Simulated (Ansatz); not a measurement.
**Field-gradient calculation, with input and output: SbSi8O15 (part 1 of 3)**

- system: SbSi8O15 (defect cell, 24 atoms in the cell)
- method: DFT, PBE, plane-wave PAW, default files, scalar-relativistic, spin-polarised (Ansatz 0.2.0)

The structure derives from a Materials Project entry. It belongs to a series of runs on one base structure; here: Sb on a O site, charge +0, host positions. Figures and captions count atoms from 1; the log counts them from 0 in places.

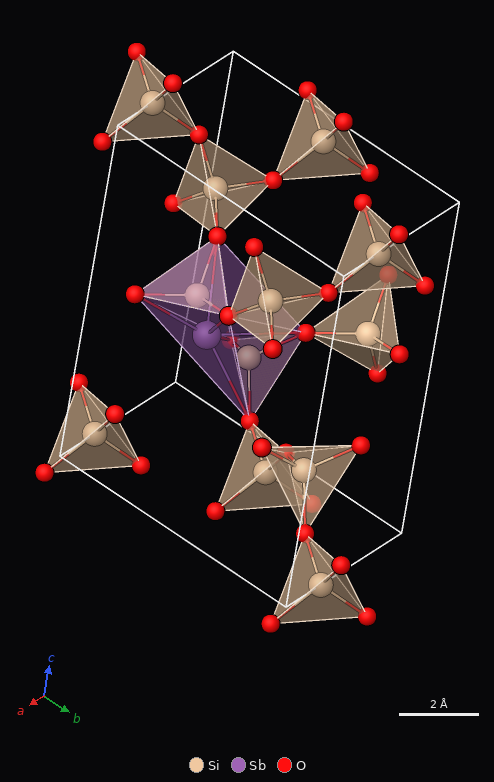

Figure 1. The structure (polyhedral view of the reduced cell, seen slightly off an axis; polyhedra are completed across the faces of the cell).

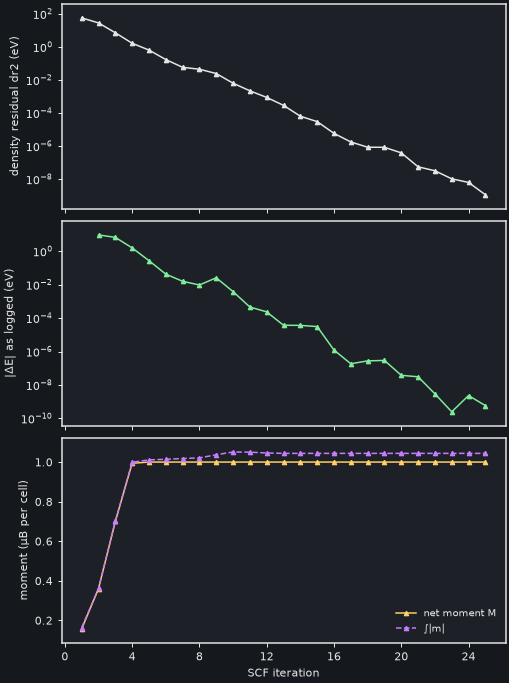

Figure 2. Convergence of the self-consistent field: density residual dr2, size of the energy change and magnetic moment against the SCF iteration. The residual falls at every step. The net moment goes from 0.2 to 1.0 μB per cell.

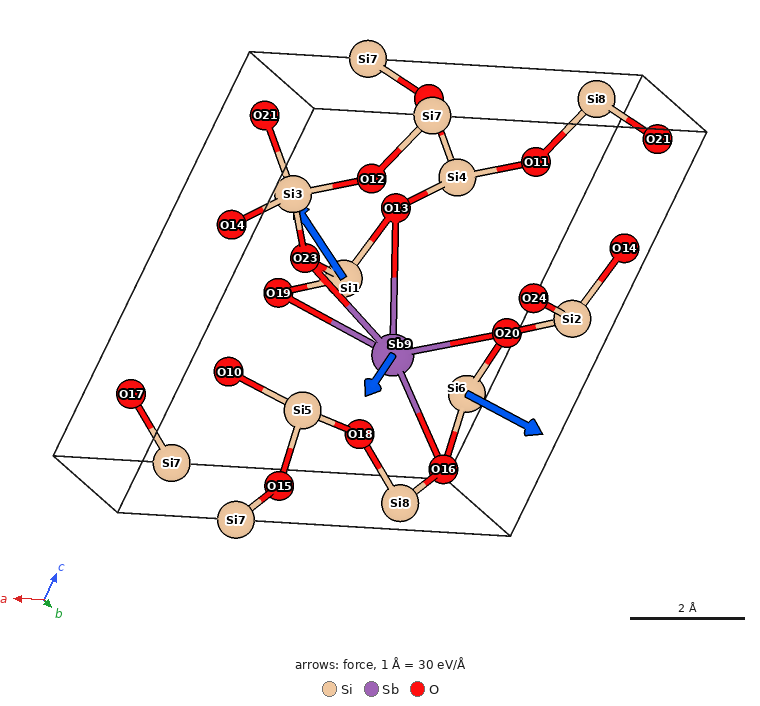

Figure 3. Forces on the atoms as blue arrows (ball-and-stick view of the reduced cell, seen at an oblique angle; atoms are numbered from 1 in the order of the input); the smallest are left out. The largest act on Si6 (50.13 eV/Å); Si1 (49.90 eV/Å); Sb9 (31.62 eV/Å). The geometry is not a stationary point of this energy.

The input and output of the run follow.

The input
```yaml
crystal:
  lattice:
    - [0.0, 4.99264721, 6.93392642]
    - [4.99264721, 0.0, 6.93392642]
    - [4.99264721, 4.99264721, 0.0]
  atoms:
    - { symbol: Si, position: [0.25, 0.25, 0.4486584] }
    - { symbol: Si, position: [0.75, 0.75, 0.9486584] }
    - { symbol: Si, position: [0.0736584, 0.6763416, 0.125] }
    - { symbol: Si, position: [0.5736584, 0.1763416, 0.625] }
    - { symbol: Si, position: [0.4263416, 0.8236584, 0.375] }
    - { symbol: Si, position: [0.9263416, 0.3236584, 0.875] }
    - { symbol: Si, position: [0.0, 0.0, 0.3013416] }
    - { symbol: Si, position: [0.5, 0.5, 0.8013416] }
    - { symbol: Sb, position: [0.093963175, 0.226145315, 0.667423275], spin: 1.0 }
    - { symbol: O, position: [0.593963175, 0.726145315, 0.167423275] }
    - { symbol: O, position: [0.476145315, 0.343963175, 0.762468235] }
    - { symbol: O, position: [0.976145315, 0.843963175, 0.262468235] }
    - { symbol: O, position: [0.406036825, 0.273854685, 0.487531765] }
    - { symbol: O, position: [0.906036825, 0.773854685, 0.987531765] }
    - { symbol: O, position: [0.207576725, 0.862531765, 0.398854685] }
    - { symbol: O, position: [0.707576725, 0.362531765, 0.898854685] }
    - { symbol: O, position: [0.023854685, 0.156036825, 0.082576725] }
    - { symbol: O, position: [0.523854685, 0.656036825, 0.582576725] }
    - { symbol: O, position: [0.387468235, 0.042423275, 0.351145315] }
    - { symbol: O, position: [0.887468235, 0.542423275, 0.851145315] }
    - { symbol: O, position: [0.292423275, 0.637468235, 0.968963175] }
    - { symbol: O, position: [0.792423275, 0.137468235, 0.468963175] }
    - { symbol: O, position: [0.112531765, 0.457576725, 0.281036825] }
    - { symbol: O, position: [0.612531765, 0.957576725, 0.781036825] }
magnetization:
  spin_polarized: true
kpoints:
  mp_grid: { grid: [3, 3, 3] }
scf:
  occupations: { method: fermi_dirac, width: 0.01 }
hamiltonian:
  xc: pbe
  pseudopotentials: { kind: paw }
output:
  forces: true
  stress: true
  populations: true
  efg:
    quadrupole_moments_barn: { Sb: -0.543, O: -0.02558 }
    contact_densities: true
```

Command:
```bash
ansatz run input.yaml --threads 1 --pin off --max-ram 3072MiB --backend cpu --events-out ev --progress --plain --runs-dir out
```

Output
```
Sb: output.efg is read without spin–orbit coupling, which moves field gradients at and beside such atoms by some per cent and up to a factor of two; PAW files take it under magnetization.noncollinear and magnetization.spin_orbit
Engine: ansatz 0.2.0, aarch64-unknown-linux-gnu
Pseudopotentials: kind: paw
Pseudopotential: Si, paw, valence charge 4, recommended cutoff 420 eV (normal), Si.paw.azcp
Pseudopotential: Sb, paw, valence charge 15, recommended cutoff 420 eV (normal), Sb.paw.azcp
Pseudopotential: O, paw, valence charge 6, recommended cutoff 420 eV (normal), O.paw.azcp
Functional definition: PBE
  parameter kappa = 0.804
  parameter beta = 0.06672455060314922
  exchange = pbe_x(kappa = kappa, mu = beta*pi^2/3)
  correlation = pbe_c(beta = beta)
Crystal: 24 atoms, lattice volume = 345.677 Å³
Basis set: ecut = 420 eV, 6715 PW (Γ), exchange–correlation on 120×120×96 points (8 copies of the dense FFT grid, shifted against one another)
Bands: 93, of which v1, the nominal top of the filled ones, is band 69 counted from 1 (68 counted from 0)
Symmetry: 1 space group operations
Space group: P1 (ITA 1), of the structure as read, at distance tolerance 7.0e-5 Å
Magnetic group: BNS 1.1 (UNI 1), of the structure as read, at distance tolerance 7.0e-5 Å
k-points: 14 of 27 (time reversal used)
Non-local potential: Si, projectors of the file, l = 0: 2, l = 1: 2, l = 2: 2
Non-local potential: Sb, projectors of the file, l = 0: 2, l = 1: 2, l = 2: 2, l = 3: 2
Non-local potential: O, projectors of the file, l = 0: 2, l = 1: 2, l = 2: 1
PAW form: soft (Blöchl's): semilocal exchange-correlation on the pseudo side does not see the compensation charge
PAW one-centre angular grid: Si, 110 points (default); XC on 64 Gauss nodes
PAW one-centre angular grid: Sb, 590 points (default); XC on 64 Gauss nodes
PAW one-centre angular grid: O, 110 points (default); XC on 64 Gauss nodes
Initial density: superposition of atomic densities (chi_scale 0.1, normalization cell, long waves kept (reshape's long-wave potential 0.50 eV rms))
Starting moments: Σ|m| = 1 μB on 1 of 24 sites
Initial wavefunctions: pseudopotential atomic-orbital guess
Functional: x = pbe(κ = 0.804, μ = 0.2195149727645171), c = pbe(β = 0.06672455060314922)
```
